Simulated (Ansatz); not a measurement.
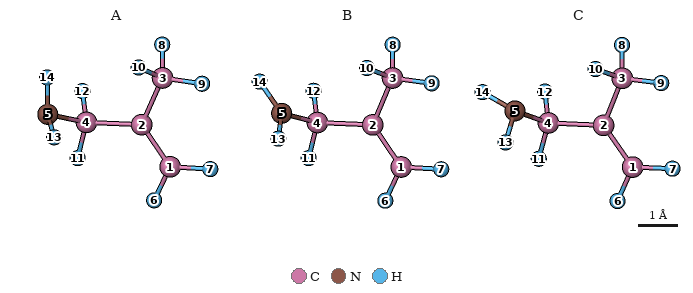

3 geometries from a converged minimum-energy path of C₄H₉N, shuffled. The picture is a ball-and-stick view, seen at a tilt.

The calculation used RKS PBE0-D4/def2-SVP in Ansatz. Run with 7 movable images; climbing image; force threshold 0.05 eV/Å; iteration limit 60; starting path through a guess of the saddle point.

Q: Which frame is the transition state?

A: B. In order along the path, whose images run from 0 to 8: C (image 2, +0.033 eV), B (image 4, +0.173 eV), A (image 7, +0.022 eV). The motion is an umbrella inversion at N5. No bond forms or breaks between the ends. Among the angles between lasting bonds that change up to the highest image: H13–N5–H14 106.8° → 118.1°, C4–N5–H14 110.8° → 121.8°.

The run took 2.8 min on 2 threads of Intel(R) Xeon(R) CPU @ 2.80GHz (Skylake/Cascade Lake), on a shared host, peak memory 0.28 GiB.
